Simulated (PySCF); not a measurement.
Ge(F)(Me)3, SMILES [CH3][Ge]([CH3])([CH3])[F] (C3H9FGe), singlet at its PBE0/def2-SVP optimised geometry (Å):

```
14

C     -1.6904    -1.0868     1.6200
Ge    -0.9291    -0.3329     0.0000
C     -1.6908    -1.0860    -1.6201
C      1.0131    -0.3329     0.0000
F     -1.4008     1.3630     0.0000
H     -1.4638    -2.1617     1.6904
H     -1.2784    -0.5852     2.5077
H     -2.7828    -0.9605     1.6237
H     -1.3037    -0.5607    -2.5053
H     -1.4352    -2.1530    -1.7086
H     -2.7863    -0.9902    -1.6092
H      1.4008    -1.3630     0.0167
H      1.3953     0.1974     0.8844
H      1.3967     0.1691    -0.9002
```

Level of theory: PBE0/def2-TZVP (PySCF). Cells within 0.4 Å of a nucleus heavier than hydrogen are left out (blank, or x).

Map of the electrostatic potential (hartree/e), clipped to [-0.08, 0.12] on the plane z = 1.5 Å:

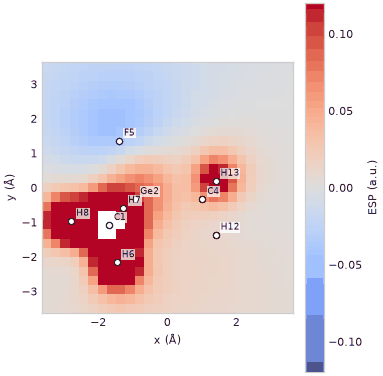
Electrostatic potential (hartree/e), clipped to [-0.08, 0.12] on the plane z = 1.5 Å.
